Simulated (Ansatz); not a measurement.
# C₂H₉AlN₂: what the fields show

```xyz
14

C    -0.2089    1.0327   -1.0539
N    -0.3358   -0.1741   -0.2791
C    -1.3351   -1.0659   -0.8112
Al    0.6114   -0.5534    1.1734
N     1.8183    0.5895    1.7818
H     0.5557    1.6914   -0.6346
H    -1.1515    1.5995   -1.0850
H     0.0742    0.8207   -2.0958
H    -1.4071   -1.9731   -0.2054
H    -1.1017   -1.3717   -1.8421
H    -2.3311   -0.5986   -0.8306
H     0.3660   -1.9249    1.9187
H     2.0548    1.4867    1.3926
H     2.3778    0.4118    2.5999
```

Geometry: PBE0-D4/def2-TZVP.

Level of theory: RKS PBE0-D4/def2-TZVPP in Ansatz 0.2.0.

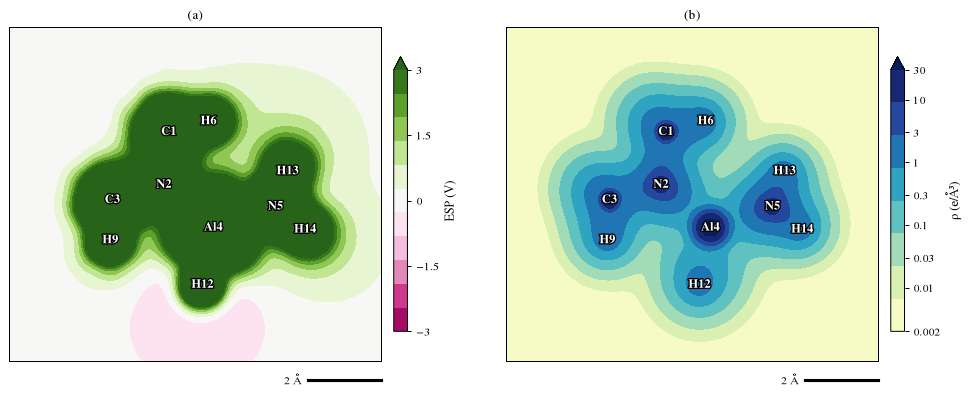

Figure 1. (a) molecular electrostatic potential; (b) electron density on the plane of atoms N2, C1 and H6.

Question: Interpret the plot.

Answer:
- The plane passes through C, N, Al and H nuclei.
- C–N (1.44 Å): the density is about 2 e/Å³ at the midpoint.
- Al–N (1.77 Å): ρ is about 0.86 e/Å³ halfway.
- N–H (1.01 Å): ρ is about 2.9 e/Å³ halfway.
- C–H (1.09 Å): ρ is about 2 e/Å³ halfway.
- Al–H (1.58 Å): the density is about 0.56 e/Å³ at the midpoint.
- Outside the dense part of the molecule the potential is most negative (−0.6 V) near H12.

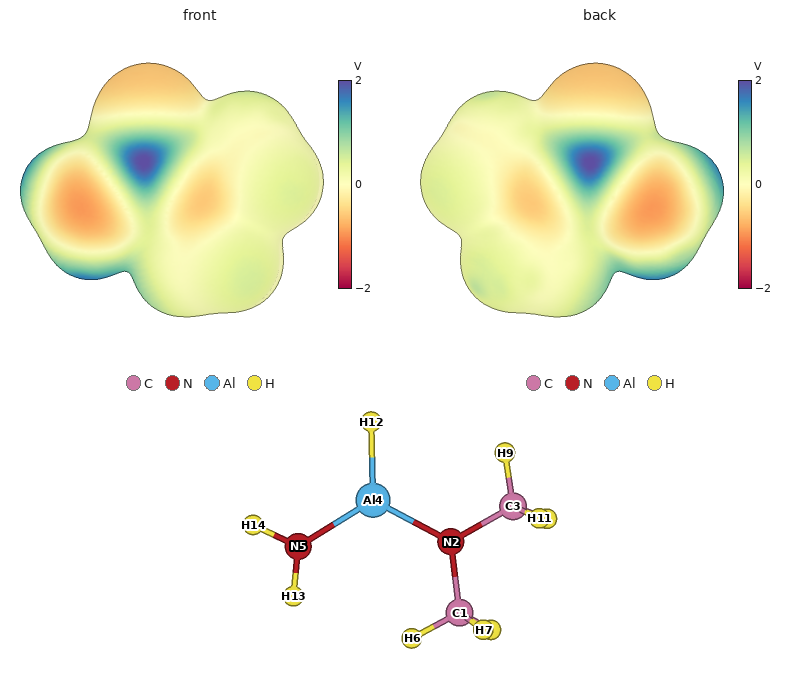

Figure 2. The electrostatic potential painted on the density surface at 0.002 e/bohr³, seen from the front and from behind; the colour scale runs from red (negative) to blue (positive). The bare structure is drawn below in the same view.

Question: Which sites attract a positive test charge, and which a negative one?

Answer: A positive charge is drawn to the negative regions and a negative charge to the positive ones. The most negative region (about −0.9 V) lies over N5, the most positive (about +1.9 V) over Al4.

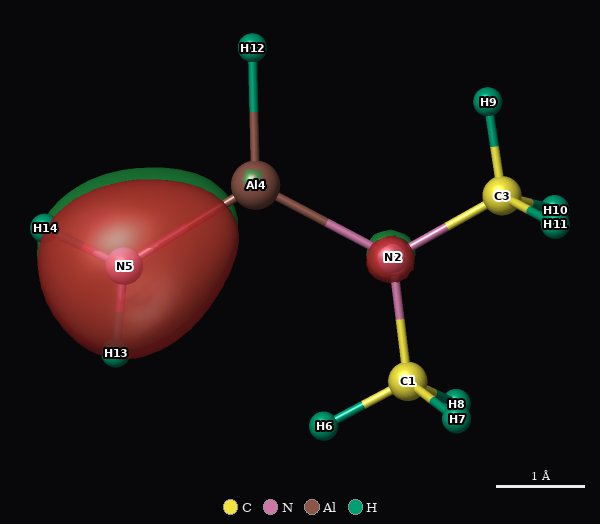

Figure 3. The HOMO−1 at ±0.15 Å⁻³ᐟ² (green and red are the two phases), seen across its widest extent.

Question: What is the character of this orbital?

Answer: It lies mainly on N5 (about 65 %) and Al4 (about 15 %); largely a lone pair of N5. Its energy is −7.41 eV.
